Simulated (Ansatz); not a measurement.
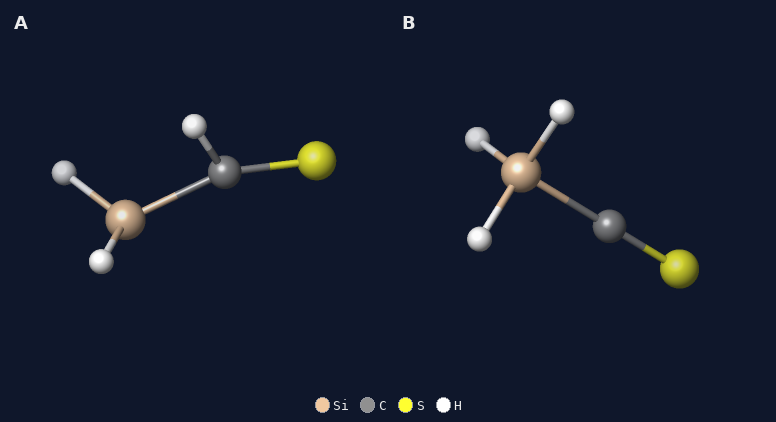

2 stationary structures of one formula. The species has charge +1 and is a spin singlet. Geometries: PBE-D4/def2-SVP. Electronic energies: PBE-D4/def2-SVP (Ansatz 0.2.0), without zero-point energy. No frequency run is at hand to confirm each as a minimum.

Rank them by energy, lowest first.

B is lowest (C3v); A lies 23.7 kcal/mol above it (Cs).
